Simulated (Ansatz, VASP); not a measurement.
**Cross-check of BiAs between VASP and Ansatz**

One calculation is typed for both programs; each brings its own data sets. How far apart do they land? The cell is invented: As first built, before any earlier steps moved the atoms (in the runner's words): it takes the GaAs structure with some of its atoms replaced by other elements, volume scaled by an estimate. It may not be a known or stable phase. The cell is taken from a series of VASP runs on this material, whose earlier steps may have relaxed, scaled or displaced it; both programs get it as it stands. Valence electrons are named where the data sets of a main pair hold unlike numbers.

Main program and level: Ansatz 0.2.0; plane waves, with VASP 6.6.1 beside it; band structure at r2SCAN.

## 1. Starting point

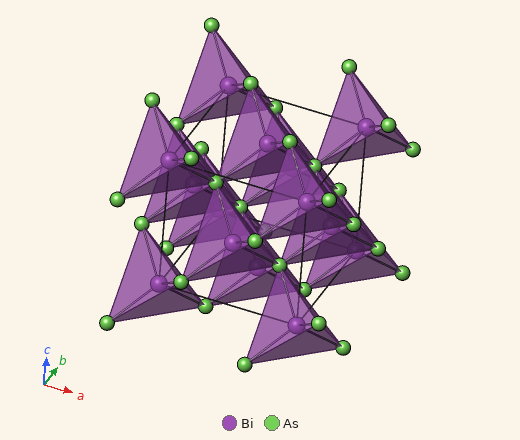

The starting structure, seen from a free direction (bismuth purple, arsenic green). This picture shows the conventional cell, with its axes. Some periodic images of atoms are drawn too.

Structure file:

```cif
data_structure
_symmetry_space_group_name_H-M 'F-43m'
_symmetry_Int_Tables_number 216
_cell_length_a 6.5628
_cell_length_b 6.5628
_cell_length_c 6.5628
_cell_angle_alpha 90.000
_cell_angle_beta 90.000
_cell_angle_gamma 90.000
_cell_volume 282.66
loop_
_atom_site_label
_atom_site_type_symbol
_atom_site_symmetry_multiplicity
_atom_site_Wyckoff_symbol
_atom_site_fract_x
_atom_site_fract_y
_atom_site_fract_z
_atom_site_occupancy
Bi1 Bi 4 a 0.00000 0.00000 0.00000 1
As1 As 4 d 0.25000 0.25000 0.75000 1
```

## 2. Ansatz: band structure, r2SCAN

Ansatz runs on its default PAW (the set named soft_2) files.

A single point gives forces, pressure and levels at one fixed geometry, so differences don't come from the geometry; what else differs is listed under the comparison.

input.yaml reads:

```yaml
crystal:
  lattice:
    - [0.0, 3.2814000739, 3.2814000739]
    - [3.2814000739, 0.0, 3.2814000739]
    - [3.2814000739, 3.2814000739, 0.0]
  atoms:
    - { symbol: Bi, position: [0.0, 0.0, 0.0] }
    - { symbol: As, position: [0.25, 0.25, 0.25] }
hamiltonian:
  xc: r2scan
  pseudopotentials: { kind: paw }
kpoints:
  mp_grid: { grid: [7, 7, 7] }
  band_path:
    path:
      - [0.0, 0.0, 0.0]
      - [0.16667, 0.0, 0.16667]
      - [0.33333, 0.0, 0.33333]
      - [0.5, 0.0, 0.5]
      - [0.5, 0.08333, 0.58333]
      - [0.5, 0.18333, 0.68333]
      - [0.5, 0.25, 0.75]
      - [0.45, 0.3, 0.75]
      - [0.40833, 0.34167, 0.75]
      - [0.35, 0.35, 0.7]
      - [0.225, 0.225, 0.45]
      - [0.075, 0.075, 0.15]
      - [0.03333, 0.03333, 0.03333]
      - [0.23333, 0.23333, 0.23333]
      - [0.4, 0.4, 0.4]
      - [0.51667, 0.46667, 0.51667]
      - [0.55833, 0.38333, 0.55833]
      - [0.60833, 0.28333, 0.60833]
      - [0.60833, 0.25, 0.64167]
      - [0.55833, 0.25, 0.69167]
      - [0.51667, 0.25, 0.73333]
      - [0.5, 0.3, 0.7]
      - [0.5, 0.38333, 0.61667]
      - [0.5, 0.48333, 0.51667]
      - [0.475, 0.475, 0.55]
      - [0.425, 0.425, 0.65]
      - [0.38333, 0.38333, 0.73333]
      - [0.59167, 0.18333, 0.59167]
      - [0.55, 0.1, 0.55]
      - [0.5, 0.0, 0.5]
    npoints: 1
scf:
  occupations: { method: fermi_dirac, width: 0.05 }
  n_extra_bands: 7
output:
  forces: true
  stress: true
  eigenvalues: true
```

Command:

```console
> ansatz run input.yaml --threads 2 --pin off --max-ram 4608MiB --backend cpu --events-out ev --progress --plain --runs-dir out
```

Numbers of over 12 decimals in the logs are rounded to 6 here.

What it wrote:

```text
scf.n_extra_bands = 7 over 15 filled bands (N_el = 30.0): the run solves 22 bands
Engine: ansatz 0.2.0, aarch64-unknown-linux-gnu
Pseudopotentials: kind: paw
Pseudopotential: Bi, paw, valence charge 15, recommended cutoff 500 eV (meta_gga), Bi.paw.azcp
Pseudopotential: As, paw, valence charge 15, recommended cutoff 500 eV (meta_gga), As.paw.azcp
Functional definition: r2SCAN
  parameter k0 = 0.174
  parameter k1 = 0.065
  parameter a1 = 4.9479
  exchange = r2scan_x(k0 = k0, k1 = k1, a1 = a1)
  correlation = r2scan_c
Crystal: 2 atoms, lattice volume = 70.666 Å³
Basis set: ecut = 500 eV, 1807 PW (Γ), exchange–correlation on 144×144×144 points (64 copies of the dense FFT grid, shifted against one another)
Bands: 22, of which v1, the nominal top of the filled ones, is band 15 counted from 1 (14 counted from 0)
Symmetry: 24 space group operations
Space group: F-43m (ITA 216), of the structure as read, at distance tolerance 4.1e-5 Å
k-points: 20 of 343 (time reversal used)
Non-local potential: Bi, projectors of the file, l = 0: 2, l = 1: 2, l = 2: 2, l = 3: 2
Non-local potential: As, projectors of the file, l = 0: 2, l = 1: 2, l = 2: 3, l = 3: 1
PAW form: soft (Blöchl's): semilocal exchange-correlation on the pseudo side does not see the compensation charge
PAW frozen core: Bi, regenerated for the run's functional (the file was generated under x = pbe(κ = 0.804, μ = 0.219515), c = pbe(β = 0.066725))
PAW frozen core: As, regenerated for the run's functional (the file was generated under x = pbe(κ = 0.804, μ = 0.219515), c = pbe(β = 0.066725))
PAW one-centre angular grid: Bi, 590 points (default); XC on 160 Gauss nodes
PAW one-centre angular grid: As, 590 points (default); XC on 160 Gauss nodes
Initial density: superposition of atomic densities (neutral atoms: chi_scale 0, normalization atom), corrected by the library's trained network
Initial wavefunctions: pseudopotential atomic-orbital guess
Functional: x = r2scan, c = r2scan; τ floored in thin density (d = 2e-4 eV/Å³)
SCF iter   1: F=—  HF=-17275.083189 eV  |F-HF|=—  |Δ(HF+E_count)|=         —  Δρ=4.49e-3  dr2=2.91e-2  dr2_τ=2.16e-3  ethr=1.77e-3  ⟨swp⟩=6.3  Hψ=2341  notcnv=0  defer=2
preconditioner: auto → none  [insulator: Δε(μ)=0.234 eV  Ē_g=11.659 eV  σ=0.050 eV  W_gap=0.59  n_scr=14 (ndim 8)  ℏωp=14.0 eV  f_vac=0.119  D(μ)=1.00/eV (n_scr^D=0)  ε∞_Penn≈2.4]
SCF iter   2: F=—  HF=-17275.080308 eV  |F-HF|=—  |Δ(HF+E_count)|=   2.88e-3  Δρ=2.14e-3  dr2=4.99e-3  dr2_τ=3.40e-4  ethr=9.68e-5  ⟨swp⟩=2.3  Hψ=1012  notcnv=0  defer=33
preconditioner: auto → LDOS  [insulator: Δε(μ)=0.190 eV  Ē_g=11.610 eV  σ=0.050 eV  W_gap=0.57  n_scr=14 (ndim 8)  ℏωp=14.0 eV  f_vac=0.126  D(μ)=1.12/eV (n_scr^D=8)  ε∞_Penn≈2.4  β→1.0]
SCF iter   3: F=—  HF=-17275.079085 eV  |F-HF|=—  |Δ(HF+E_count)|=   1.22e-3  Δρ=5.78e-4  dr2=2.17e-4  dr2_τ=4.52e-6  ethr=1.66e-5  ⟨swp⟩=3.0  Hψ=808  notcnv=0  defer=33
SCF iter   4: F=—  HF=-17275.079161 eV  |F-HF|=—  |Δ(HF+E_count)|=   7.56e-5  Δρ=1.70e-4  dr2=1.73e-5  dr2_τ=3.27e-7  ethr=7.25e-7  ⟨swp⟩=2.1  Hψ=552  notcnv=0  defer=33
SCF iter   5: F=—  HF=-17275.079185 eV  |F-HF|=—  |Δ(HF+E_count)|=   2.44e-5  Δρ=2.88e-5  dr2=4.96e-7  dr2_τ=1.82e-8  ethr=5.77e-8  ⟨swp⟩=2.0  Hψ=709  notcnv=0  defer=33
SCF iter   6: F=-17275.079186 eV  HF=-17275.079186 eV  |F-HF|=3.71e-9  |Δ(HF+E_count)|=   1.04e-6  Δρ=7.08e-6  dr2=4.98e-8  dr2_τ=1.02e-9  ethr=3.33e-10  ⟨swp⟩=10.5  Hψ=2371  notcnv=0
SCF 1 converged in 6 iterations: F = -17275.079186 eV  dr2 = 4.98e-8
  greatest PAW one-centre occupation: 0.999 electrons in one spin orbital (limit 2), on the As atom at site 1 (counted from 0), in its partial waves of l = 2
NSCF: frozen V_eff on 30 k-points
SCF converged after 6 iterations
Free energy (F): -17275.079186 eV
Harris-Foulkes:  -17275.079186 eV  (|F-HF|=3.71e-9)
Internal energy: -17275.070688 eV  (E = F + TS)
E sigma→0 (E₀):  -17275.074937 eV
Entropy (-TS):   -0.008498 eV (-4.249 meV/atom)
Fermi energy:    7.330189 eV
--- Per-component energies (eV) ---
  E_band       = -444.405658
  E_kinetic    = 403.451989
  E_local      = -3879.581634  (includes V_loc(G=0)·N_el)
  E_nonlocal   = -109.058305
  E_hartree    = 1719.745370
  E_xc         = -214.915668
  E_vxc        = -240.999060  (∫ρ·V_xc dr)
  E_paw        = -12534.778262  (= ΣΔE_a)
  E_vpaw       = -73.255714  (= ΣTr[D̂ρ^β])
  E_aug_tail   = -0.000275  (compensation charges beyond the density's cutoff)
  E_vtau       = 15.546905  (kinetic-family band-sum trace: ∫τ·v_τ [+ j·A + Jᵃ·Aᵃ] dr)
  E_ewald      = -2659.352042
  E_core_change = -0.581861  (= ΣΔE_core)
  E_smearing   = -0.008498  (= −TS)
  E_closure    = 0.000000  (closes the sum)
  Σ components = -17275.079186   (vs F -17275.079186, Δ=0.00e0)
--- Forces (eV/Å), atoms counted from 1 ---
  atom   1  Bi    -0.00000000     0.00000000    -0.00000000
  atom   2  As     0.00000000     0.00000000    -0.00000000
  max |Σ_I F_I| component: 1.06e-15 eV/Å
--- Stress (GPa, compression-positive) ---
        2.111981       0.000000      -0.000000
        0.000000       2.111981       0.000000
       -0.000000       0.000000       2.111981
  P = ⅓ Tr σ = 2.1120 GPa (21.120 kbar)
--- Band table (eV; the first three rows and the last of 20) ---
  k-point 0: bands = [... 11 lower, 0.3906, 5.3827, 5.3827, 5.3827, 8.1604, 8.1604, 8.1604, 11.4951, ... 3 higher]
  k-point 1: bands = [... 11 lower, -0.1739, 5.1409, 5.1409, 5.2627, 8.5045, 8.5045, 8.5134, 12.3712, ... 3 higher]
  k-point 2: bands = [... 11 lower, -1.3601, 4.7324, 4.7324, 4.8754, 9.0666, 9.0666, 9.8199, 13.2842, ... 3 higher]
  k-point 19: bands = [... 11 lower, -3.5844, 2.8250, 3.4296, 7.3096, 8.8447, 10.2023, 11.0843, 13.3591, ... 3 higher]
```

Elapsed: 8 s, on 2 threads of Arm Neoverse V1, shared host; peak memory 0.54 GiB; 15 s of CPU time.

## 3. VASP: band structure, r2SCAN

The same cell, functional, mesh and smearing now go to VASP, with its own data sets.

Lines of VASP's logs that name or quote its potential files are left out, and so is its time.

INCAR reads:

```
SYSTEM = BiAs
PREC = Accurate
ENCUT = 400
EDIFF = 1E-06
NELM = 100
ISMEAR = -1
SIGMA = 0.05
LREAL = .FALSE.
ALGO = Normal
METAGGA = R2SCAN
LASPH = .TRUE.
NBANDS = 22
LORBIT = 11
LWAVE = .FALSE.
LCHARG = .FALSE.
```

POSCAR reads:

```
BiAs
1.0
    0.0000000000      3.2814000739      3.2814000739
    3.2814000739      0.0000000000      3.2814000739
    3.2814000739      3.2814000739      0.0000000000
Bi As
1 1
Direct
    0.0000000000      0.0000000000      0.0000000000
    0.2500000000      0.2500000000      0.2500000000
```

KPOINTS reads:

```
Automatic mesh
0
Gamma
7 7 7
0 0 0
```

KPOINTS_OPT reads:

```
Line mode
16
Line-mode
Reciprocal
  0.00000000   0.00000000   0.00000000 GAMMA
  0.50000000   0.00000000   0.50000000 X

  0.50000000   0.00000000   0.50000000 X
  0.50000000   0.25000000   0.75000000 W

  0.50000000   0.25000000   0.75000000 W
  0.37500000   0.37500000   0.75000000 K

  0.37500000   0.37500000   0.75000000 K
  0.00000000   0.00000000   0.00000000 GAMMA

  0.00000000   0.00000000   0.00000000 GAMMA
  0.50000000   0.50000000   0.50000000 L

  0.50000000   0.50000000   0.50000000 L
  0.62500000   0.25000000   0.62500000 U

  0.62500000   0.25000000   0.62500000 U
  0.50000000   0.25000000   0.75000000 W

  0.50000000   0.25000000   0.75000000 W
  0.50000000   0.50000000   0.50000000 L

  0.50000000   0.50000000   0.50000000 L
  0.37500000   0.37500000   0.75000000 K

  0.62500000   0.25000000   0.62500000 U
  0.50000000   0.00000000   0.50000000 X
```

Potentials, in the order of the species: Bi_d and As (PBE family, release 64).

Command:

```console
> mpirun -np 1 vasp_std
```

What it wrote:

```text
[banner, memory and clock lines left out]
running    1 mpi-ranks, on    1 nodes
 distrk:  each k-point on    1 cores,    1 groups
 distr:  one band on    1 cores,    1 groups

 POSCAR found type information on POSCAR BiAs
 POSCAR found :  2 types and       2 ions
|                                                                             |
|               ----> ADVICE to this user running VASP <----                  |
|                                                                             |
|     You enforced a specific xc type in the INCAR file but a different       |
|     [... a line on the potential file left out ...]
|     I HOPE YOU KNOW WHAT YOU ARE DOING!                                     |
|                                                                             |

 LDA part: xc-table for (None), standard interpolation
 POSCAR, INCAR and KPOINTS ok, starting setup
 FFT: planning ... GRIDC
 FFT: planning ... GRID_SOFT
 FFT: planning ... GRID
 WAVECAR not read
 entering main loop
       N       E                     dE             d eps       ncg     rms          rms(c)
DAV:   1     0.888579751957E+02    0.88858E+02   -0.82657E+03   880   0.744E+02
DAV:   2    -0.639620413951E+02   -0.15282E+03   -0.14681E+03   930   0.251E+02
DAV:   3    -0.768615533092E+02   -0.12900E+02   -0.12807E+02  1090   0.769E+01
DAV:   4    -0.772059705910E+02   -0.34442E+00   -0.34428E+00  1036   0.139E+01
DAV:   5    -0.772218176304E+02   -0.15847E-01   -0.15846E-01  1274   0.270E+00    0.267E+00
DAV:   6    -0.726496226090E+02    0.45722E+01   -0.12436E+00  1018   0.125E+01    0.165E+00
DAV:   7    -0.726496646162E+02   -0.42007E-04   -0.14109E-01  1042   0.204E+00    0.838E-01
DAV:   8    -0.726516815532E+02   -0.20169E-02   -0.11657E-02  1074   0.878E-01    0.381E-01
DAV:   9    -0.726529344004E+02   -0.12528E-02   -0.37576E-03  1024   0.346E-01    0.105E-01
DAV:  10    -0.726527579543E+02    0.17645E-03   -0.59600E-04  1146   0.226E-01    0.336E-02
DAV:  11    -0.726527970981E+02   -0.39144E-04   -0.14782E-04  1062   0.855E-02    0.233E-02
DAV:  12    -0.726527987106E+02   -0.16125E-05   -0.36861E-05  1184   0.638E-02    0.459E-03
DAV:  13    -0.726527961521E+02    0.25585E-05   -0.49812E-06  1086   0.245E-02    0.131E-03
DAV:  14    -0.726527963496E+02   -0.19755E-06   -0.34178E-07   632   0.309E-03
   1 F= -.72652796E+02 E0= -.72648539E+02  d E =-.851541E-02
 Start KPOINTS_OPT (optional k-point list driver)
k-point batch [1-20\160]
       N       E                     dE             ncg
DAV:   1    -0.963680435003E+03   -0.73899E+04      880
DAV:   2    -0.408323076429E+04   -0.31196E+04      958
DAV:   3    -0.434246675250E+04   -0.25924E+03     1020
DAV:   4    -0.434930240232E+04   -0.68356E+01     1050
DAV:   5    -0.434959862827E+04   -0.29623E+00     1308
DAV:   6    -0.434960509157E+04   -0.64633E-02     1152
DAV:   7    -0.434960521245E+04   -0.12088E-03     1320
DAV:   8    -0.434960521382E+04   -0.13631E-05      866
DAV:   9    -0.434960521396E+04   -0.13981E-06      764
[...]
k-point batch [141-160\160]
       N       E                     dE             ncg
DAV:   1    -0.131073591508E+04   -0.12412E+05      888
DAV:   2    -0.417542434950E+04   -0.28647E+04      916
DAV:   3    -0.441786470574E+04   -0.24244E+03     1146
DAV:   4    -0.442408001562E+04   -0.62153E+01     1054
DAV:   5    -0.442435824434E+04   -0.27823E+00     1310
DAV:   6    -0.442436252781E+04   -0.42835E-02     1094
DAV:   7    -0.442436266306E+04   -0.13526E-03     1350
DAV:   8    -0.442436266439E+04   -0.13265E-05      854
DAV:   9    -0.442436266448E+04   -0.93028E-07      752
```

Parts of OUTCAR (step 3):

```text
ion  position               nearest neighbor table
   1  0.000  0.000  0.000-   2 2.84   2 2.84   2 2.84   2 2.84
   2  0.250  0.250  0.250-   1 2.84   1 2.84   1 2.84   1 2.84

  LATTYP: Found a face centered cubic cell.
 ALAT       =     6.5628001478

 Subroutine GETGRP returns: Found 24 space group operations
 (whereof 24 operations were pure point group operations)

The static configuration has the point symmetry T_d .

 Found     20 irreducible k-points:

   k-points           NKPTS =     20   k-points in BZ     NKDIM =     20   number of bands    NBANDS=     22

   dimension x,y,z NGX =    30 NGY =   30 NGZ =   30
   dimension x,y,z NGXF=    60 NGYF=   60 NGZF=   60

   ENCUT  =  400.0 eV  29.40 Ry    5.42 a.u.   7.57  7.57  7.57*2*pi/ulx,y,z

   NELECT =      20.0000    total number of electrons

 k-points in reciprocal lattice and weights: Automatic mesh
   0.00000000  0.00000000  0.00000000       0.003
   0.14285714  0.00000000  0.00000000       0.023
   0.28571429  0.00000000  0.00000000       0.023
   0.42857143  0.00000000  0.00000000       0.023
   0.14285714  0.14285714  0.00000000       0.017
   0.28571429  0.14285714  0.00000000       0.070
   0.42857143  0.14285714  0.00000000       0.070
  -0.42857143  0.14285714  0.00000000       0.070
  -0.28571429  0.14285714  0.00000000       0.070
[...]
-0.42857143  0.42857143  0.14285714       0.070
  -0.28571429  0.42857143  0.14285714       0.070

 average (electrostatic) potential at core
       1-113.8855       2 -55.1969

 E-fermi :   4.0241

 k-point     1 :       0.0000    0.0000    0.0000
  band No.  band energies     occupation
    ...
      6      -9.9546      2.00000
      7      -2.9353      2.00000
      8       2.0811      2.00000
      9       2.0811      2.00000
     10       2.0811      2.00000
     11       4.8553      0.00000
     12       4.8553      0.00000
     13       4.8553      0.00000
     14       8.1854      0.00000
     15      11.9153      0.00000
    ...

 k-point     2 :       0.1429    0.0000    0.0000
  band No.  band energies     occupation
    ...
      6      -9.7883      2.00000
      7      -3.4978      2.00000
      8       1.8390      2.00000
      9       1.8390      2.00000
     10       1.9584      2.00000
     11       5.1995      0.00000
     12       5.1995      0.00000
     13       5.2080      0.00000
     14       9.0624      0.00000
     15      11.1670      0.00000
    ...

 k-point     3 :       0.2857    0.0000    0.0000
  band No.  band energies     occupation
    ...
      6      -9.3301      2.00000
      7      -4.6808      2.00000
      8       1.4301      2.00000
      9       1.4301      2.00000
     10       1.5681      2.00000
     11       5.7616      0.00000
     12       5.7616      0.00000
     13       6.5136      0.00000
     14       9.9801      0.00000
     15      11.0433      0.00000
    ...

  Total        0.9184236      0.9184236      0.9184236      0.0000000      0.0000000      0.0000000
  in kB       20.8231338     20.8231338     20.8231338      0.0000000      0.0000000      0.0000000
  external PRESSURE =      20.8231338 kB  Pullay stress =       0.0000000 kB

  energy-cutoff  :      400.00
  volume of cell :       70.67
      direct lattice vectors                 reciprocal lattice vectors
     0.000000000  3.281400074  3.281400074    -0.152373983  0.152373983  0.152373983
     3.281400074  0.000000000  3.281400074     0.152373983 -0.152373983  0.152373983
     3.281400074  3.281400074  0.000000000     0.152373983  0.152373983 -0.152373983

 POSITION                                       TOTAL-FORCE (eV/Angst)
 -----------------------------------------------------------------------------------
      0.00000      0.00000      0.00000        -0.000000     -0.000000     -0.000000
      1.64070      1.64070      1.64070         0.000000      0.000000      0.000000
 -----------------------------------------------------------------------------------
    total drift:                                0.000001      0.000001      0.000001

  FREE ENERGIE OF THE ION-ELECTRON SYSTEM (eV)
  ---------------------------------------------------
  free  energy   TOTEN  =       -72.6527963496 eV

  energy  without entropy=      -72.6442809401  energy(sigma->0) =      -72.64853864

 total charge
# of ion       s       p       d       tot
------------------------------------------
    1        1.550   1.244   9.919  12.713
    2        1.293   1.445   0.023   2.761
--------------------------------------------------
tot          2.843   2.689   9.941  15.473

[... 3 further parts left out ...]
```

At this level the cell is under a pressure of 2.1 GPa, so at these settings it is away from equilibrium.

## 4. Differences

Known differences besides the potentials themselves: VASP keeps PBE cores, Ansatz makes them for the functional; the data sets hold 30 valence electrons in Ansatz (on its default PAW (the set named soft_2) files) and 20 in VASP; the cutoff is 500 eV in Ansatz and 400 eV in VASP. Total energies have different zeros and are not compared.

Compared:

```csv
quantity,Ansatz,VASP,difference
pressure (GPa),2.11,2.08,+0.03
```

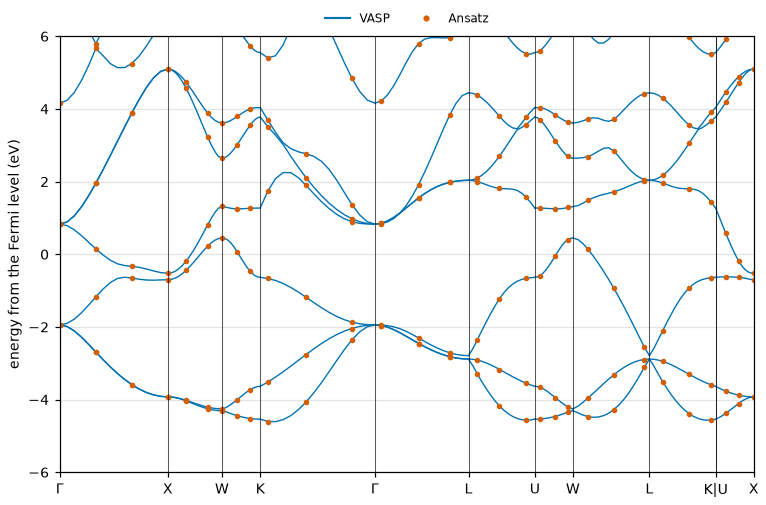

Bands from VASP (lines) and levels from Ansatz (dots). Dots without a line are higher empty bands that the VASP plot leaves out.

Levels from 3 eV below to 2 eV above the Fermi level differ by 2 meV r.m.s. and 5 meV at most; each VASP level is matched to the nearest of Ansatz, which flatters the figure a little. Ansatz's pressure holds a Pulay correction of 0.02 GPa; VASP's holds none.

## 5. Results

| Property | Result |
| --- | --- |
| r.m.s. difference of levels near the Fermi level (band structure, r2SCAN) | 2.1 meV |

**Reading.** The r.m.s. difference of levels near the Fermi level is 2.1 meV (band structure, r2SCAN), within the 80 meV picked in this series as the mark of a large difference. The data sets hold unlike numbers of valence electrons (30 in Ansatz and 20 in VASP), so part of the differences comes from the potentials. Such differences can come from data sets, numerical settings and the points named under the comparisons, not from the functional's error against experiment.

[Lines on the potential files, build, host, timing and source positions are cut from VASP's logs without a mark.]

[Logs are printed without paths, hosts, clocks, repeated set-up lines and the standing remarks that a program may print on its own settings, such as how far it seeks lower states.]

[Hosts, paths, dates, database ids (printed as entryN), source tags and the programs' standing remarks are cut or masked in the printed files.]
